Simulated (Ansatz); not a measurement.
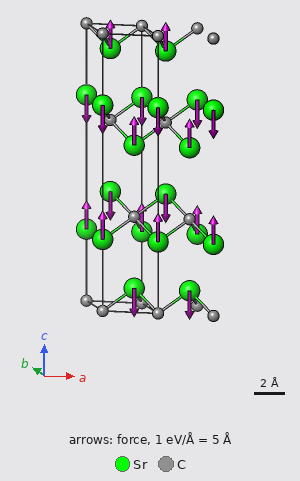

Starting geometry of crystalline Sr$_{2}$C (a generated structure, set up in R-3m) (coarse preliminary run) with the computed forces as purple arrows. The picture is a ball-and-stick view of the conventional cell (3 times the calculation's cell), repeated 2 × 1 × 1 with one cell outlined, seen slightly off an axis. Lengths and directions refer to the drawn axes.

Level of theory: Ansatz, DFT PBE, scalar-relativistic, plane waves, PAW.

Input file:
```yaml
crystal:
  lattice:
    - [1.93637367, 1.11796586, 6.39752916]
    - [-1.93637367, 1.11796586, 6.39752916]
    - [0.0, -2.23593172, 6.39752916]
  atoms:
    - { symbol: Sr, position: [0.25793001, 0.25793001, 0.25793001] }
    - { symbol: Sr, position: [0.74206999, 0.74206999, 0.74206999] }
    - { symbol: C, position: [0.0, 0.0, 0.0] }
basis:
  ecutwfc: 420
kpoints:
  mp_grid: { grid: [6, 6, 6] }
hamiltonian:
  xc: pbe
scf:
  occupations: { method: gaussian, width: 0.1 }
  lower_state_search: "off"
output:
  forces: true
  stress: true
  eigenvalues: true
relax:
  adjacent_minimum: "off"
  f_tol: 0.04
  max_steps: 70
  cell: { stress_tol: 0.4 }
```

Launched with:
```bash
ansatz run input.yaml --threads 1 --pin off --max-ram 2048MiB --backend cpu --events-out ev --progress --plain --runs-dir out
```

### Is this structure relaxed? If not, where do the atoms go?

It isn't relaxed: the largest force vector, on Sr atoms, is 0.41 eV/Å. The atoms end up moving mostly along the starting forces (cosine between the two patterns 1.00). After 3 accepted moves (4 points after the start) the energy has fallen by 0.261 eV per cell of the calculation. Largest force component: 0.41 eV/Å at the start, 0.03 eV/Å at the end. Pressure: 3.51 GPa at the start and −0.02 GPa at the end. The SCF was repeated once at an unchanged geometry on a basis and grid sized afresh for the cell, which shifted the energy by 12.1 meV per cell of the calculation at most. The largest moves relative to the cell, 0.17 Å, are those of Sr1 and Sr2. Sr2 goes along −c. C stays in place. Cell: a = b 3.873 → 4.158 Å (+7.4 %), c 19.193 → 19.738 Å (+2.8 %). Volume +18.5 %. Some distances before and after: Sr1–Sr2 3.657 → 3.565 Å, Sr1–C3 2.663 → 2.739 Å. Among the angles between lasting bonds that change: C3–Sr2–C3 93.3° → 98.8°, Sr1–C3–Sr2 86.7° → 81.2°, Sr1–C3–Sr1 93.3° → 98.8°. The space group stays R-3m (No. 166). The run took 15 s on 1 thread of Arm Neoverse V1, on a shared host, peak memory 0.36 GiB.
